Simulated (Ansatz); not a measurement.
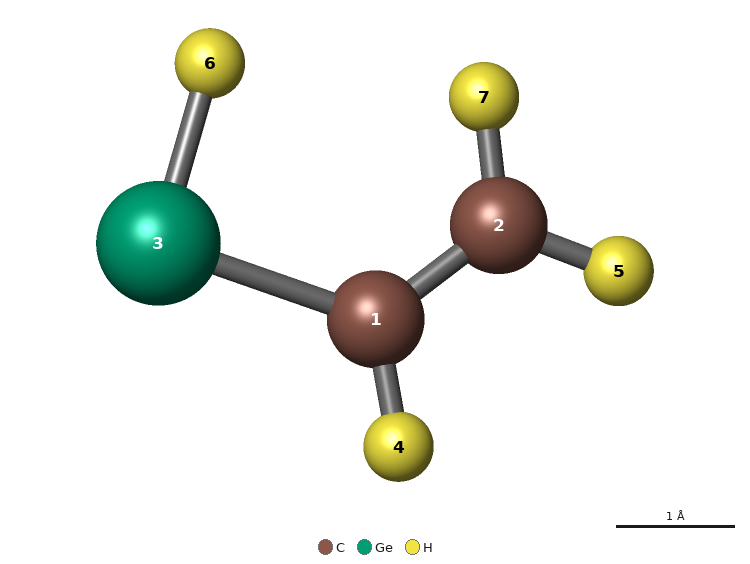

The atoms are numbered. Computed geometry: PBE-D4/def2-SVP optimisation. No frequency run is at hand to confirm it as a minimum.

Q: What is the geometry at C1?

A: C1 has 3 neighbours (C2 at 1.36, Ge3 at 1.99, H4 at 1.11 Å); the arrangement is trigonal planar.

Q: How are the neighbours of atom 2 arranged?

A: C2 has 3 neighbours (C1 at 1.36, H5 at 1.11, H7 at 1.10 Å); the arrangement is trigonal planar.

Q: How are the neighbours of atom 3 arranged?

A: Ge3 has 2 neighbours (C1 at 1.99, H6 at 1.62 Å); the arrangement is bent.
